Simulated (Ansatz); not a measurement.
```xyz
9

Al   -2.3159   -2.7875   -0.8396
Al   -2.9765   -0.5496    0.2959
F    -1.9644   -4.0795    0.1953
Si   -1.3327    1.1700    0.9930
H    -2.1545   -3.1357   -2.3945
H    -4.5172   -0.2000    0.5829
H    -1.5995    2.4751    0.2864
H     0.0934    0.7865    0.7015
H    -1.4341    1.4381    2.4729
```

Geometry: BLYP-D3(BJ)/def2-SVP.

Theory: isolated molecule in a Gaussian basis; Kohn-Sham density functional theory, functional PBE0 in Ansatz 0.2.0.

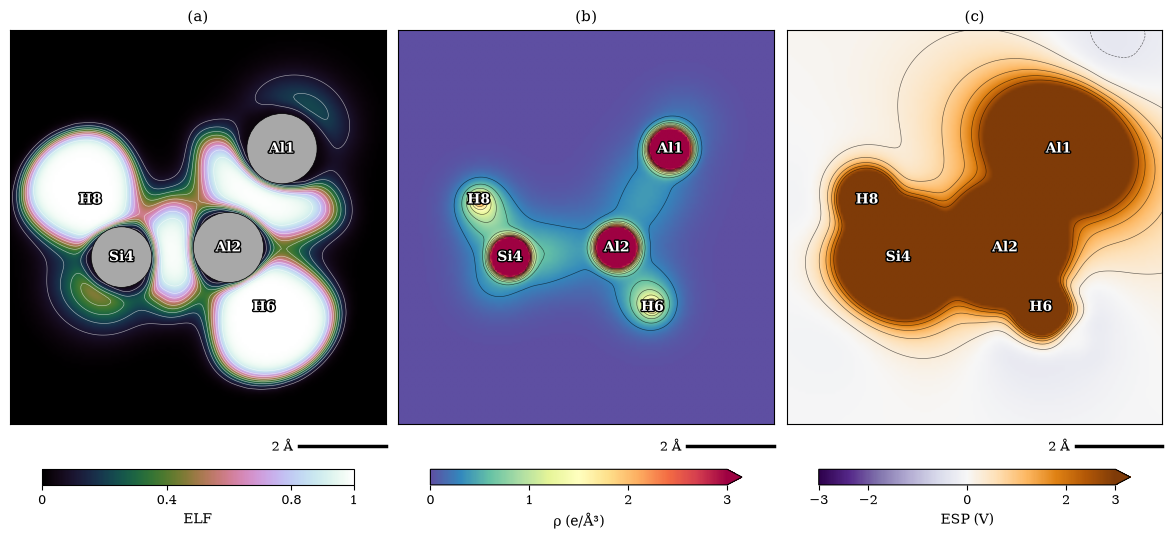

Al2FH5Si (SMILES [F][AlH][AlH][SiH3]). (a) ELF; (b) electron density; (c) molecular electrostatic potential on the plane of atoms Al1, Al2 and Si4. Grey discs cover the atomic cores in the ELF map.

Question: Interpret the plot.

Answer: The section cuts through Al, Si and H sites.
Al–Si (2.48 Å): ρ is about 0.48 e/Å³ halfway; the ELF peaks at about 1 between the atoms, as expected for a covalent bond.
Al–Al (2.59 Å): ρ at the midpoint is about 0.4 e/Å³; the ELF peaks at about 1 between the atoms, as expected for a shared electron pair.
Si–H (1.51 Å): ρ is about 0.78 e/Å³ halfway; the ELF climbs to about 1 towards the hydrogen, as it does in any bond to H.
Al–H (1.61 Å): ρ at the midpoint is about 0.53 e/Å³; the ELF climbs to about 1 towards the hydrogen.
Outside the dense part of the molecule the potential is most negative (−0.3 V) near H5, which lies off the plane.
